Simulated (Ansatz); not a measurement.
**wB97X/def2-TZVPP (core potential) run of InF (SMILES [F][In])**

Aim: the electronic atomisation energy of InF at wB97X/def2-TZVPP (core potential), from 3 runs. 

Program for the calculation: Ansatz 0.2.0.

36 further runs of the same task are left out: 36 set aside as unsound or not needed.

### 1 The structure to begin with

The species is InF (2 atoms), meant as a singlet with charge 0. SMILES: `[F][In]`. The shape is that of a PBE0-D4/def2-TZVP optimisation.

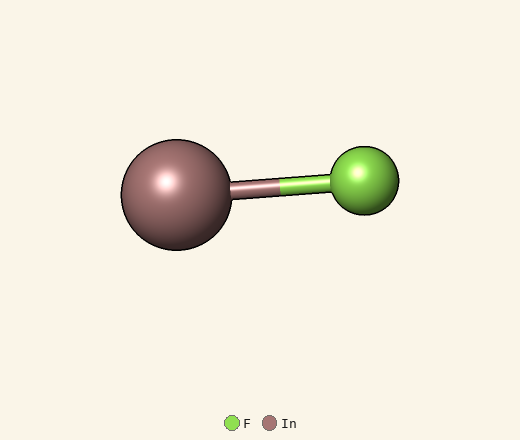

The structure, seen from a chosen angle (fluorine green, indium brown).

### 2 The energy at wB97X/def2-TZVPP (core potential)

in.yaml reads:

```yaml
basis:
  gaussian:
    orbitals: def2-TZVPP
crystal:
  periodic: [false, false, false]
  atoms:
    - symbol: F
      position_ang: [0.000000, 0.000000, 0.015910]
    - symbol: In
      position_ang: [-0.000000, -0.000000, 2.009580]
hamiltonian:
  xc: {name: wB97X}
accuracy: high
output: {orbitals: {seedname: orbitals}}
```

The run is started by

```console
$ ansatz run in.yaml --threads 1 --pin off --max-ram 3480MiB --events-out events.jsonl --progress --plain --runs-dir runs
```

What it wrote:

```text
Warning: RAYON_NUM_THREADS=1 ignored (pool sized by the plan → 1); use --threads N
Functional definition: wB97X
  name "wB97X"
  parameter omega = 0.3/bohr
  parameter cx = 0.157706
  parameter cx1 = 0.726479
  parameter cx2 = 1.04760
  parameter cx3 = -5.70635
  parameter cx4 = 13.2794
  parameter css1 = -4.33879
  parameter css2 = 18.2308
  parameter css3 = -31.7430
  parameter css4 = 17.2901
  parameter cos1 = 2.37031
  parameter cos2 = -11.3995
  parameter cos3 = 6.58405
  parameter cos4 = -3.78132
  exchange = spin_sum(e_x_unif_sr(omega)*poly(b97_u_x, 1 - cx, cx1, cx2, cx3, cx4)) + cx*exact_x_sr(omega)
      + exact_x_lr(omega)
  correlation = spin_sum(e_c_pw_same_spin*poly(b97_u_same, 1, css1, css2, css3, css4))
      + integral(e_c_pw_opposite_spin*poly(b97_u_opposite, 1, cos1, cos2, cos3, cos4))
1346 factors; integrals over basis functions are off by at most 3.4e-9 eV
280 factors; integrals over basis functions are off by at most 1.8e-9 eV
mean field evaluation 1: about -7890.4535 eV, gradient 4.6e1 eV
mean field evaluation 2: about -7883.8167 eV, gradient 8.5e1 eV
mean field evaluation 4: about -7894.0539 eV, gradient 9.6e-1 eV
mean field evaluation 8: about -7894.0487 eV, gradient 2.4e-2 eV
mean field evaluation 16: about -7894.0487 eV, gradient 1.6e-6 eV
mean field -7894.04865650 eV, -290.1009373480 hartree, gradient 2.2e-8 eV, S^2 0.000000; 0 other end points of the search recorded, 0 dependent functions left out
reference -7894.04865327 eV, -290.1009372293 hartree; 15, 15 occupied and 66, 66 virtual orbitals, 1346 factors
Total energy: -7894.04865327 eV, -290.1009372293 hartree
```

Wall time 11 s (1 thread of Arm Neoverse V1, shared host); peak memory 0.31 GiB.

### 3 The F atom

job.yaml reads:

```yaml
crystal:
  periodic: [false, false, false]
  atoms:
    - symbol: F
      position_ang: [0.000000, 0.000000, 0.000000]
basis:
  gaussian: {orbitals: def2-TZVPP}
magnetization: {spin_polarized: true, initial_magnetization: 1}
hamiltonian: {xc: {name: wB97X}}
accuracy: high
```

Run the same way, it converges to -99.74718 Eh (log not shown).

### 4 The In atom

job.yaml reads:

```yaml
crystal:
  periodic: [false, false, false]
  atoms:
    - symbol: In
      position_ang: [0.000000, 0.000000, 0.000000]
basis:
  gaussian:
    orbitals: def2-TZVPP
magnetization:
  spin_polarized: true
  initial_magnetization: 1
hamiltonian:
  xc: {name: wB97X}
accuracy: high
```

Run the same way, it converges to -190.14434 Eh (log not shown).

### 5 Outcome

At wB97X/def2-TZVPP (core potential):

| quantity | value |
| --- | --- |
| molecule: total energy | -290.10094 Eh |
| molecule: HOMO energy | -9.75 eV |
| molecule: LUMO energy | 0.07 eV |
| molecule: HOMO–LUMO gap | 9.82 eV |
| F atom: total energy | -99.74718 Eh |
| F atom: ⟨S²⟩ | 0.752 |
| In atom: total energy | -190.14434 Eh |
| In atom: ⟨S²⟩ | 0.752 |
| electronic atomisation energy | 5.699 eV |

In words: Taking the molecule apart into free atoms costs 5.70 eV (550 kJ/mol), before zero-point energy and without spin-orbit coupling.
